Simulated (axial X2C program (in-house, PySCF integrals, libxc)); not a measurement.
# Relativistic diatomic calculation, with input and output: GeF

System: GeF, single determinant with Ω = 1/2.
Method: PBE0, two-component X2C with atomic mean-field Coulomb and Gaunt terms, Ge dyall-cv3z, F dyall-av3z (cores contracted) (axial X2C program (in-house, PySCF integrals, libxc)).

## Results in brief

- outcome: converged
- bond length rₑ: 1.754 Å
- ωₑ: 656.4 cm⁻¹
- energy at the minimum: −2197.81300 hartree
- depth below the fragments: 5.22 eV
- hardware: 1 thread of Arm Neoverse V1, 24 GiB of memory available, shared host
- wall time: 8.5 s
- peak memory: 0.68 GiB

## Input file
```
{"zs": [32, 9], "q": 0, "bas": ["dyall-cv3z", "dyall-av3z"], "levels": ["PBE0", "HF", "LDA"], "cc": true, "r0": 1.85, "thr": -1.0, "nmax": 90, "npts": 10, "nst": 2, "ntry": 6}
```

The line is the task of a batch: nuclear charges, charge, bases, the levels to run, a first guess of the distance and further settings. This report covers PBE0 with spin-orbit coupling. The log is that of the reference distance 1.758 Å, started from orbitals converged before.

Launched within a batch (the task file carries these settings):
```bash
python <driver script> task.json out
```

## The program's output
```
two-component X2C + atomic mean field  PBE0
basis functions 162  fitting functions 889  grid points 5076
iter        total energy     max residual
   1      -2197.812994169     2.72e-05
   2      -2197.812994172     1.25e-05
converged
one-electron -3233.54759958  Coulomb 1040.09778308  exact exchange -22.13737374  xc functional -68.18872429  nuclear repulsion 86.69114718  atomic mean-field constant -0.72822682
```

## The points of the curve

| R (Å) | E (hartree) | dipole (D; origin at the first atom, positive when the second is positive) | highest filled (eV) | lowest empty (eV) |
| --- | --- | --- | --- | --- |
| 1.530 | −2197.778534 | −0.45 | −4.59 | −2.58 |
| 1.600 | −2197.798977 | −0.90 | −4.75 | −2.73 |
| 1.653 | −2197.807542 | −1.24 | −4.88 | −2.85 |
| 1.705 | −2197.811873 | −1.58 | −5.00 | −2.96 |
| 1.758 | −2197.812994 | −1.93 | −5.12 | −3.07 |
| 1.819 | −2197.811309 | −2.32 | −5.26 | −3.20 |
| 1.881 | −2197.807285 | −2.71 | −5.39 | −3.32 |
| 1.960 | −2197.799795 | −3.21 | −5.56 | −3.48 |
| 2.057 | −2197.788469 | −3.80 | −5.76 | −3.66 |
| 2.197 | −2197.770064 | −4.63 | −6.03 | −3.92 |

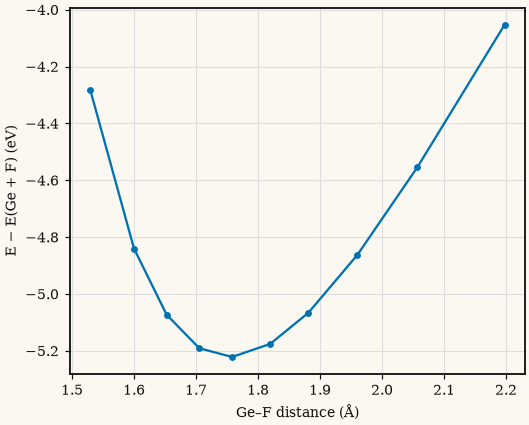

*Energy at 10 bond lengths, for one set of occupations held fixed; the line joins the points.*

A polynomial of degree 6 through 9 points gives rₑ = 1.754 Å, ωₑ = 656.4 cm⁻¹, ωₑxₑ = 3.1 cm⁻¹ and Bₑ = 0.3627 cm⁻¹. The minimum lies 5.22 eV below Ge + F, each computed as one determinant at the same level.

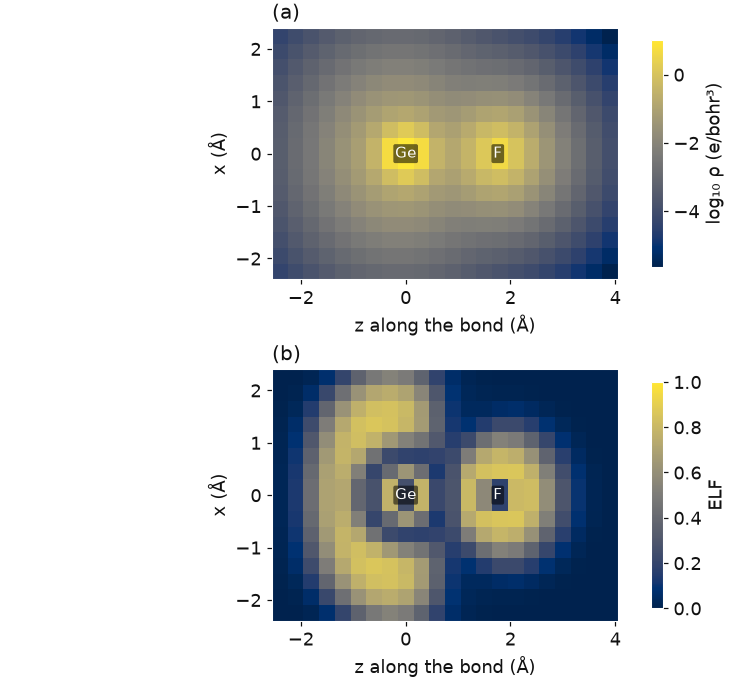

*(a) electron density on a logarithmic scale; (b) electron localisation function, in a plane that holds the axis, at 1.76 Å, on points 0.3 Å apart (one half computed, the other mirrored); the structure near the nuclei is finer than these points.*

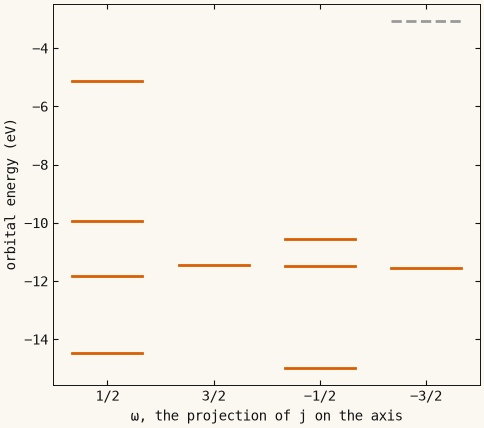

*Orbital energies near the frontier at 1.76 Å, filled (solid) and empty (dashed).*

The highest filled spinor (1/2; 85 % Ge p, 8 % F p) lies at −5.12 eV, the lowest empty one (−3/2; 85 % Ge p, 8 % F p) at −3.07 eV.
